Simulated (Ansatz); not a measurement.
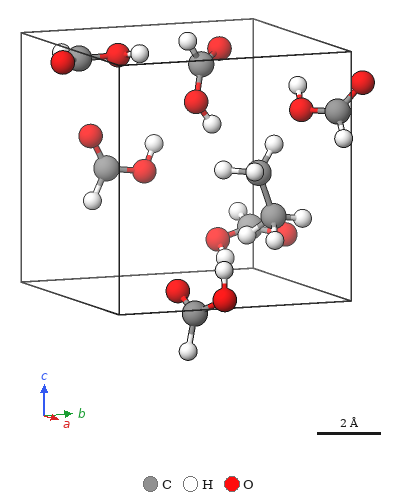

Starting frame of a dynamics run of a periodic cell with 1 C2H6 + 6 HCOOH at 0.984 g/cm³. It starts from the last geometry of an earlier run, with fresh velocities. A ball-and-stick model of the simulation cell, seen slightly off an axis.

The calculation used Ansatz, DFT LDA, scalar-relativistic, plane waves, PAW.

Input
```yaml
crystal:
  lattice:
    - [8.025957, 0.0, 0.0]
    - [0.0, 8.025957, 0.0]
    - [0.0, 0.0, 8.025957]
  atoms:
    - { symbol: C, position: [0.61406095, 0.75858901, 0.47302862] }
    - { symbol: C, position: [0.59230883, 0.83161643, 0.2925286] }
    - { symbol: H, position: [0.73933631, 0.68901855, 0.49673447] }
    - { symbol: H, position: [0.57576502, 0.84139334, 0.57851244] }
    - { symbol: H, position: [0.52894665, 0.64315272, 0.47987217] }
    - { symbol: H, position: [0.57256376, 0.96532643, 0.27349411] }
    - { symbol: H, position: [0.70561849, 0.78993857, 0.21217951] }
    - { symbol: H, position: [0.51516076, 0.74995146, 0.21082093] }
    - { symbol: O, position: [0.10499187, 0.48087653, 0.42814212] }
    - { symbol: C, position: [0.10778054, 0.31652992, 0.44903724] }
    - { symbol: O, position: [0.11547588, 0.24513919, 0.58359579] }
    - { symbol: H, position: [0.07624849, 0.53534667, 0.53208472] }
    - { symbol: H, position: [0.13107301, 0.24648876, 0.32587613] }
    - { symbol: O, position: [0.51159889, 0.53268291, 0.75681302] }
    - { symbol: C, position: [0.45261668, 0.57948588, 0.89684956] }
    - { symbol: O, position: [0.35371502, 0.69991839, 0.94054191] }
    - { symbol: H, position: [0.49711157, 0.6070804, 0.66136445] }
    - { symbol: H, position: [0.50722757, 0.49801001, 1.00135188] }
    - { symbol: O, position: [1.02145334, 0.44046317, 0.0343494] }
    - { symbol: C, position: [0.88859072, 0.36775356, -0.03357654] }
    - { symbol: O, position: [0.76712675, 0.34567294, 0.04200094] }
    - { symbol: H, position: [1.00066525, 0.44656149, 0.14997365] }
    - { symbol: H, position: [0.89719723, 0.33505005, -0.18240789] }
    - { symbol: O, position: [0.1219496, 0.79076778, 0.13962133] }
    - { symbol: C, position: [0.08474429, 0.94531831, 0.1764104] }
    - { symbol: O, position: [0.1871255, 1.05365082, 0.15327295] }
    - { symbol: H, position: [0.23488431, 0.77472691, 0.08098039] }
    - { symbol: H, position: [-0.04525281, 0.948537, 0.22136145] }
    - { symbol: O, position: [0.45603602, 0.2198084, 0.95411475] }
    - { symbol: C, position: [0.44939998, 0.05416291, 0.94893685] }
    - { symbol: O, position: [0.55268879, -0.05959081, 0.95309353] }
    - { symbol: H, position: [0.57833959, 0.26109197, 0.97385909] }
    - { symbol: H, position: [0.31450128, 0.03530342, 0.95574283] }
    - { symbol: O, position: [0.80921444, 0.86029712, 0.74581813] }
    - { symbol: C, position: [0.941047, 0.96087374, 0.75055225] }
    - { symbol: O, position: [0.9650439, 1.05843335, 0.86419302] }
    - { symbol: H, position: [0.71379396, 0.88527332, 0.82984889] }
    - { symbol: H, position: [1.02326317, 0.95207781, 0.65355085] }
basis:
  ecutwfc: 420.0
kpoints:
  mp_grid: { grid: [1, 1, 1] }
hamiltonian:
  xc: lda
scf:
  occupations: { method: fermi_dirac, width: 0.05 }
  lower_state_search: "off"
md:
  timestep: 0.5
  n_steps: 320
  ensemble: nve
  temperature: 1000.0
  initial_velocities: maxwell_boltzmann
  seed: 217524
```

Launched with:
```bash
ansatz run input.yaml --threads 1 --pin off --max-ram 3072MiB --backend cpu --events-out ev --progress --plain --runs-dir out
```

**Predict how the run goes.**

Over the second half the temperature averages 888 K (spread ±48 K). The potential energy in the second half lies on average 14.2 meV per atom above the first frame. Root-mean-square distances from the starting positions over the second half, with the common drift of all atoms taken out: H 1.59 Å, O 1.02 Å, C 0.93 Å. The molecules turn and drift from their places.

Along the run (each row but the first and the last is the mean over the interval that it begins):

```
time (fs)  potential energy (meV/atom)  T (K)
      0.0                          0.0   1000
     26.5                         11.3    911
     53.0                         10.1    921
     79.5                         15.3    879
    106.0                         13.8    892
    132.5                         13.3    895
    159.0                         15.4    878
```

The paths of the atoms:

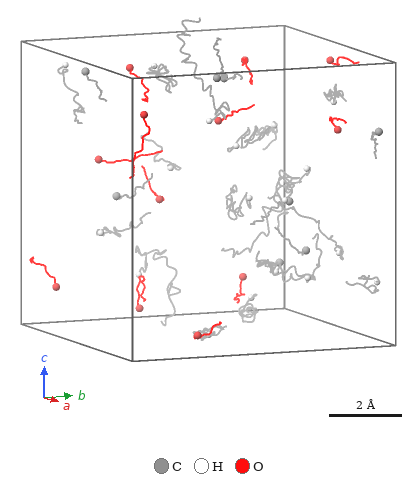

Limits of the set-up: the periodic images lie only 8.0 Å apart, so the values are limited by the cell's size.

The run took 11 min on 1 thread of Arm Neoverse V1 (shared host), peak memory 0.44 GiB.
